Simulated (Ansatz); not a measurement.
## BSi₃H₉S: one change and its effect

System: BSi₃H₉S, SMILES BS[SiH2][SiH2][SiH3].
Method of the first run: RKS PBE0-D4/def2-TZVPP (Ansatz 0.2.0).

The geometry comes from this level: PBE0-D4/def2-TZVP. Text and figures count atoms from 1; the logs count them from 0 in places.

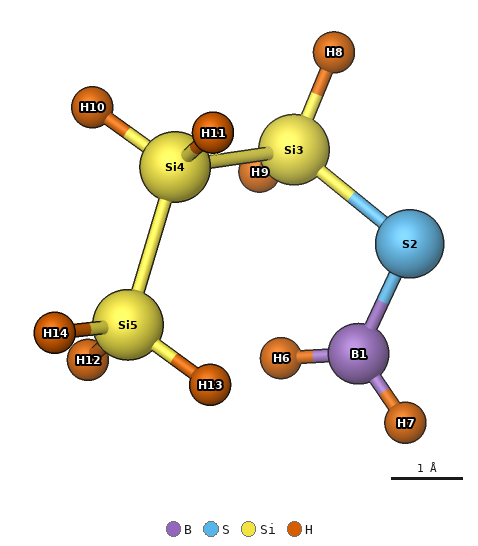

**Figure 1.** The structure (ball-and-stick view, seen at a tilt; atoms are numbered from 1 in the order of the input).

### The input, the first run
```yaml
crystal:
  periodic: [false, false, false]
  atoms:
    - {symbol: B, position_ang: [-0.433950, 2.115122, 1.003857]}
    - {symbol: S, position_ang: [-1.066634, 0.858127, 2.082482]}
    - {symbol: Si, position_ang: [-1.692879, -0.610820, 0.621400]}
    - {symbol: Si, position_ang: [0.201017, -1.643530, -0.277962]}
    - {symbol: Si, position_ang: [1.709869, -0.077381, -1.139744]}
    - {symbol: H, position_ang: [-0.480352, 1.996801, -0.184340]}
    - {symbol: H, position_ang: [0.023684, 3.088874, 1.517085]}
    - {symbol: H, position_ang: [-2.546424, -1.585794, 1.351015]}
    - {symbol: H, position_ang: [-2.507977, 0.061307, -0.422723]}
    - {symbol: H, position_ang: [-0.210403, -2.593264, -1.351214]}
    - {symbol: H, position_ang: [0.860424, -2.420318, 0.809069]}
    - {symbol: H, position_ang: [1.081923, 0.688629, -2.248037]}
    - {symbol: H, position_ang: [2.132252, 0.869579, -0.073279]}
    - {symbol: H, position_ang: [2.916449, -0.776431, -1.658807]}
basis:
  gaussian: {orbitals: def2-TZVPP}
hamiltonian: {xc: pbe0, dispersion: d4}
output: {orbitals: {seedname: orbitals}}
```

Hardware: 4 threads of Oxide Virtual Turin-like, 27 GiB of memory available, shared host.

### Output (the first run)
```
Functional definition: PBE0
  parameter a = 0.25
  parameter kappa = 0.804
  parameter beta = 0.06672455060314922
  exchange = (1 - a)*pbe_x(kappa = kappa, mu = beta*pi^2/3) + a*exact_x
  correlation = pbe_c(beta = beta)
1888 factors; their error is unknown
mean field evaluation 1: about -35276.6199 eV, gradient 2.4e1 eV
mean field evaluation 2: about -35276.6623 eV, gradient 2.4e1 eV
mean field evaluation 4: about -35278.3662 eV, gradient 1.3e0 eV
mean field evaluation 8: about -35278.4239 eV, gradient 3.1e-1 eV
mean field evaluation 16: about -35278.4240 eV, gradient 6.5e-5 eV
mean field -35278.42400737 eV, -1296.4581696961 hartree, gradient 6.5e-5 eV, S^2 0.000000; 0 other end points of the search recorded, 0 dependent functions left out
reference -35278.42404997 eV, -1296.4581712618 hartree; 36, 36 occupied and 289, 289 virtual orbitals, 1888 factors
Total energy: -35278.79535896 eV, -1296.4718166152 hartree
```

The second run used a changed input.

### The two runs side by side

| quantity | the first run | the second run |
| --- | --- | --- |
| outcome | converged | converged |
| total energy (hartree) | −1296.471817 | −1296.001119 |
| HOMO (eV) | −7.78 | −7.81 |
| LUMO (eV) | −1.61 | −1.50 |
| basis functions | 325 | 131 |
| wall time (shared host) | 6 s | 1.7 s |

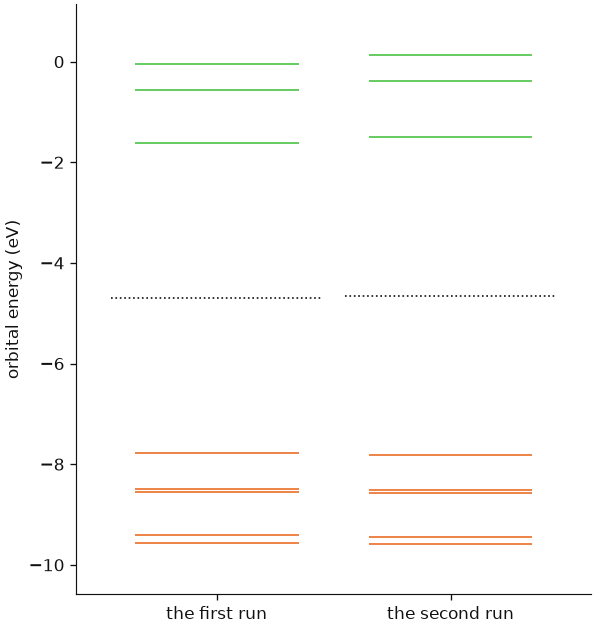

**Figure 2.** The five highest filled and three lowest empty orbital energies of the two runs; the dotted lines part filled from empty levels. The HOMO–LUMO gap is 6.17 eV in the first run and 6.31 eV in the second run.

What was changed in the input?

The change (lines with − go, lines with + come):
```diff
-  gaussian: {orbitals: def2-TZVPP}
+  gaussian: {orbitals: def2-SVP}
```

The total energy of the second run is 295.4 kcal/mol higher, which measures the change of basis and not a stability. The LUMO goes from −1.61 to −1.50 eV. The basis functions go from 325 to 131.

### Output (the second run)
```
Functional definition: PBE0
  parameter a = 0.25
  parameter kappa = 0.804
  parameter beta = 0.06672455060314922
  exchange = (1 - a)*pbe_x(kappa = kappa, mu = beta*pi^2/3) + a*exact_x
  correlation = pbe_c(beta = beta)
1268 factors; integrals over basis functions are off by at most 1.3e-3 eV
mean field evaluation 1: about -35264.3244 eV, gradient 1.8e1 eV
mean field evaluation 2: about -35264.3891 eV, gradient 1.8e1 eV
mean field evaluation 4: about -35265.5374 eV, gradient 7.0e-1 eV
mean field evaluation 8: about -35265.6156 eV, gradient 9.7e-2 eV
mean field evaluation 16: about -35265.6157 eV, gradient 5.5e-5 eV
mean field -35265.61567064 eV, -1295.9874720031 hartree, gradient 5.5e-5 eV, S^2 0.000000; 0 other end points of the search recorded, 0 dependent functions left out
reference -35265.61570357 eV, -1295.9874732134 hartree; 36, 36 occupied and 95, 95 virtual orbitals, 1268 factors
Total energy: -35265.98701256 eV, -1296.0011185669 hartree
```
